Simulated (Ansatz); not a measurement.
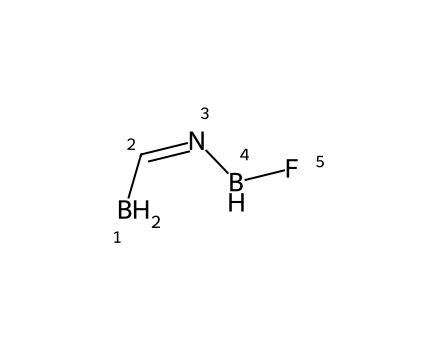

Skeletal drawing with numbered atoms; wedges and dashes mark any stereocentres. The configuration is that of a computed structure (PBE0-D4/def2-TZVP).

Give the R/S and E/Z labels.

Answer. C2=N3: Z.

Write the isomeric SMILES.

Answer. B/C=N\BF
